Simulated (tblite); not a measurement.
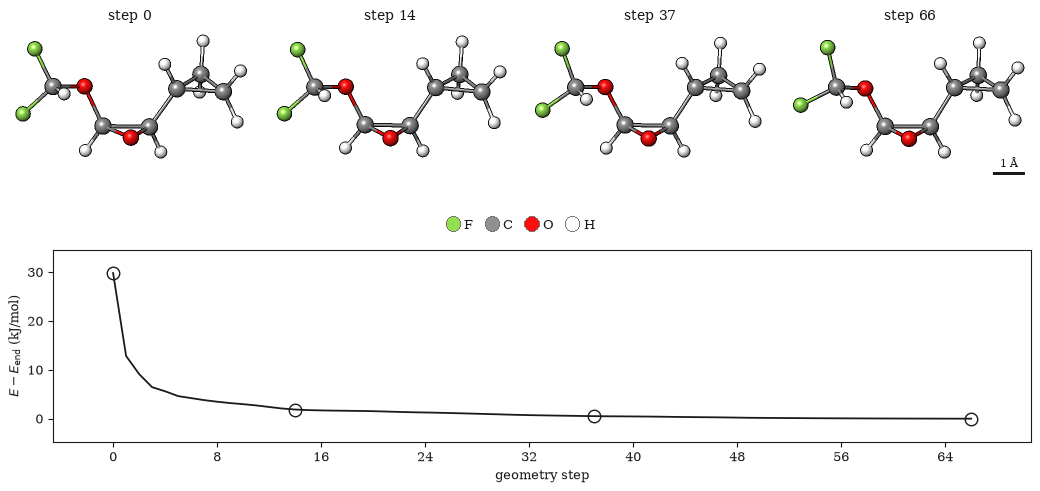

Frames of a relaxation of C6H8F2O2, marked on the history of the run. A ball-and-stick model, seen at a tilt.

Computed with tblite, GFN2-xTB geometry optimisation, gas phase. 

Describe the path.

Answer. After 66 geometry steps the energy has fallen by 29.8 kJ/mol. The atom that moves furthest after the best rigid fit is an F atom (0.45 Å). Largest moves by element: F 0.45 Å, H 0.31 Å, C 0.13 Å, O 0.11 Å. Some distances before and after: C–C 1.521 → 1.467 Å, C–O 1.436 → 1.383 Å, C–O 1.410 → 1.358 Å, C–C 1.522 → 1.489 Å. Among the angles between lasting bonds that change: O–C–H 118.7° → 113.7°, C–C–H 116.8° → 121.7°, O–C–C 114.3° → 118.6°. Groups turn about C–O by about 20°. From step 0 to 14: an H atom moves most (0.10 Å), energy −27.9 kJ/mol. From step 14 to 37: an F atom moves most (0.20 Å), energy −1.36 kJ/mol. From step 37 to 66: an F atom moves most (0.20 Å), energy −0.52 kJ/mol.
